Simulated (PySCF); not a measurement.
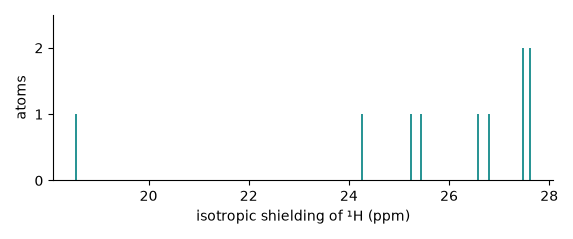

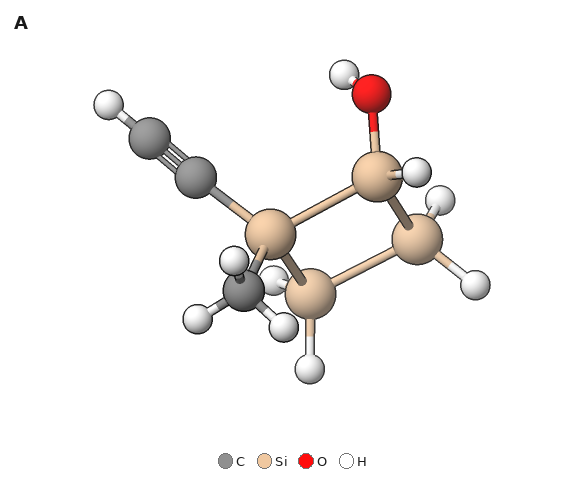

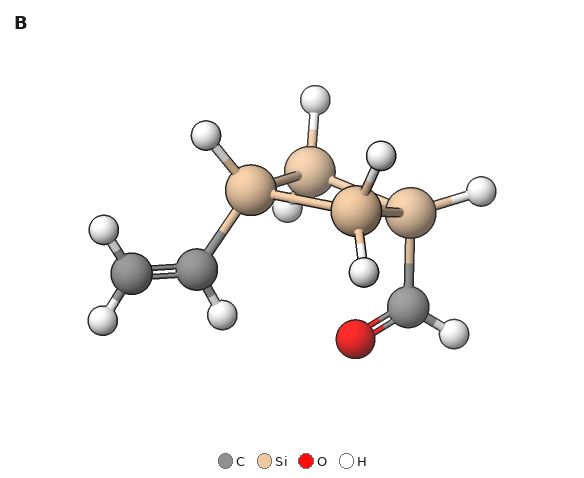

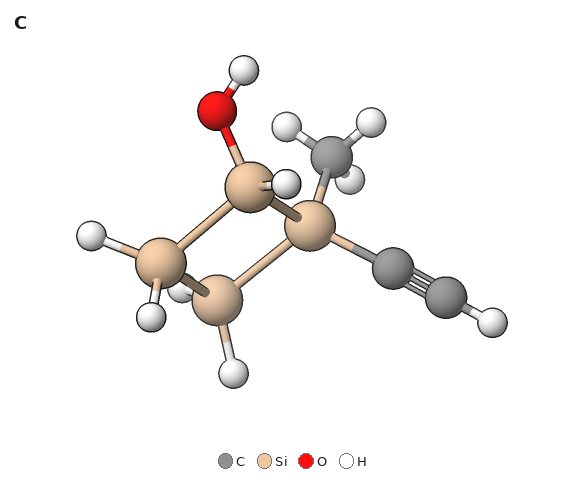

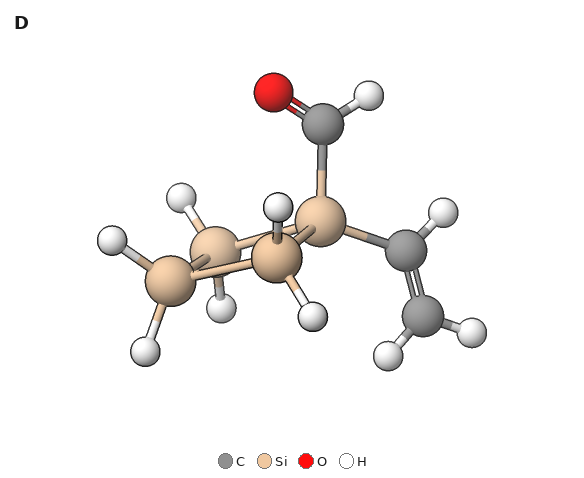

The sticks are computed shieldings of one of the molecules, for one fixed geometry (GFN2-xTB) without averaging over rotations. Low shielding means a high chemical shift. Method: GIAO PBE0/pcSseg-1 NMR shielding, non-relativistic, gas phase (PySCF 2.14.0).

Question: Which molecule gives this pattern?

Answer: B, `C=C[Si@H]1[SiH2][Si@@H](C=O)[SiH2]1`. Its 10 H atoms give lines at 18.55, 24.27, 25.24, 25.45, 26.58, 26.80, 27.48 (2 atoms), 27.62 (2 atoms) ppm.

The geometry is semi-empirical. Around Si such bond lengths and angles can be off by a tenth of an ångström or more and by several degrees, and values that hang on the shape move with them.
